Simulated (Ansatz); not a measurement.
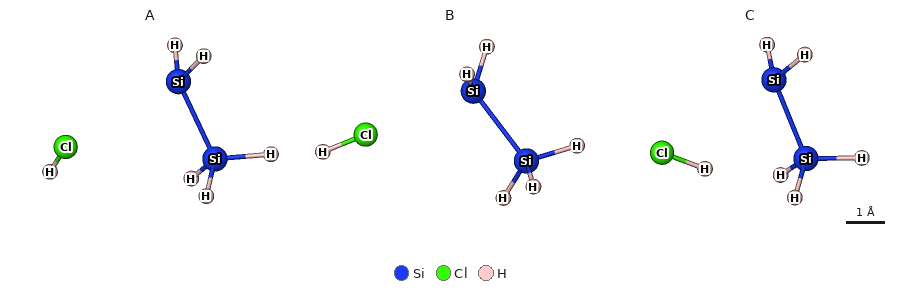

3 geometries from one relaxation of Si$_{2}$H$_{6}$Cl (multiplicity 2), in shuffled order. The picture is a ball-and-stick view, seen at a tilt.

The run prepares an end point of a later path (reaction) calculation, from a guessed geometry.

Computed with UKS revPBE-D4/cc-pVDZ in Ansatz. Set-up: collinear spin; force threshold 0.03 eV/Å; at most 50 steps.

Put them in the order of the run, from the start to the converged end.

B, A, C. They are steps 0, 20, 44, at +9.67 kJ/mol, +2.62 kJ/mol relative to the last. An H atom moves most after the best rigid fit: 2.25 Å. Largest moves by element: H 2.25 Å, Si 0.55 Å, Cl 0.51 Å. Among the contacts that change: Cl–H 1.343 → 1.306 Å, H–Si 1.510 → 1.518 Å. Groups turn about Si–Si by about 55°. After 37 accepted moves (44 points after the start) the energy has fallen by 9.67 kJ/mol. Largest force component: 0.91 eV/Å at the start, 0.025 eV/Å at the end. The line search rejected the trial steps at points 3, 14, 18, 22, 29, 30, 38 of the run. The forces were under the threshold at step 4, but the run went on from there.

Limits of the set-up: the start holds two separate molecules, 3.3 Å apart at their closest, whose relative position is a soft coordinate.
